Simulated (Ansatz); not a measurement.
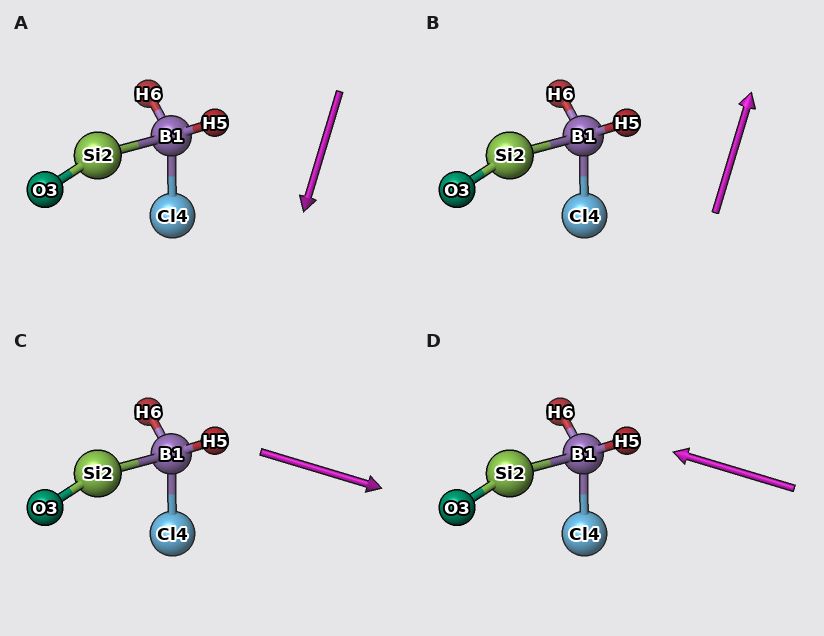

The same molecule four times, each with an arrow. The computed structure is the end point of a PBE-D4/def2-SVP optimisation. No frequency run is at hand to confirm it as a minimum. Method: RKS PBE-D4/def2-SVP (Ansatz 0.2.0).

Which arrow points along the dipole moment, from the negative to the positive end?

Answer. B. The dipole moment is 1.63 D; it points from the side of O3, Cl4 to the side of H5, H6 (the outermost atoms at the two ends).
